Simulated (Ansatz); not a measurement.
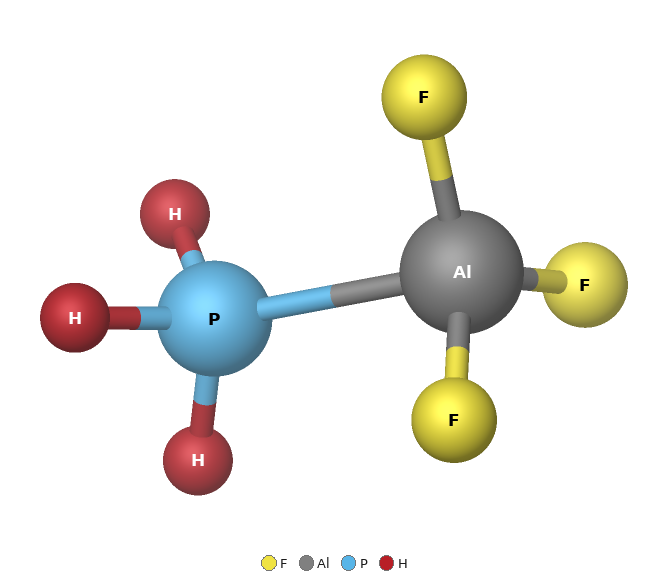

Computed geometry: PBE0-D4/def2-TZVP optimisation. Program: Ansatz 0.2.0.

Tabulate HOMO–LUMO gap (eV), dipole (D) at these levels: B3LYP-D4/def2-TZVPP; PBE-D4/def2-TZVPP; r2SCAN-D4/def2-TZVPP; ωB97M-V/def2-TZVPP.

| level | HOMO–LUMO gap (eV) | dipole (D) |
| --- | --- | --- |
| B3LYP-D4/def2-TZVPP | 8.71 | 5.63 |
| PBE-D4/def2-TZVPP | 6.73 | 5.54 |
| r2SCAN-D4/def2-TZVPP | 7.38 | 5.65 |
| ωB97M-V/def2-TZVPP | 13.34 | 5.57 |
